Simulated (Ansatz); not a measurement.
**Pressure series in MoSi2**

Base system: MoSi2 (space group I4/mmm, No. 139).

```
MoSi2
1.0
   -1.59511     1.59511     3.91030
    1.59511    -1.59511     3.91030
    1.59511     1.59511    -3.91030
Mo Si
1 2
Direct
  0.00000   0.00000   0.00000
  0.33509   0.33509   0.00000
  0.66491   0.66491   0.00000
```

Cell and atoms are relaxed at each pressure.

Method: PBEsol (Ansatz, a quantum-chemistry and plane-wave program), without spin-orbit coupling.

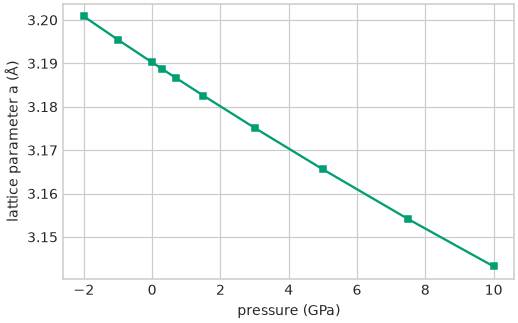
Figure: Lattice parameter a against pressure

```csv
pressure (GPa),lattice parameter a
-2,3.201 Å
-1,3.195 Å
0.3,3.189 Å
0.7,3.187 Å
1.5,3.183 Å
3,3.175 Å
5,3.166 Å
7.5,3.154 Å
10,3.143 Å
```

Load acts through the strain it causes; cell and atoms are relaxed under it. No phonon test of stability was made. No other phases were tried under pressure. All final runs are without spin polarisation.
